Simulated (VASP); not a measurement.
Band structure of PbSe (rock salt). All values below come from PBE GGA, VASP's PBE PAW potentials (set 64) (plane waves; VASP).

Unless said otherwise, spin-orbit coupling is left out, though it shifts the bands of the heavy elements here.

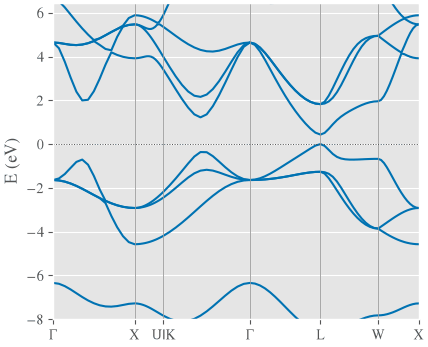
Figure: Bands along high-symmetry lines, zero at the valence-band maximum or, without a gap, the Fermi level

Task: Read the plot: is there a gap, and where are the band edges?

Result: The gap is direct, 0.44 eV, from the valence maximum at L to the conduction minimum at L. (Edges off the drawn lines would not show.)

The compound is PbSe in the rock salt structure. It was relaxed first.
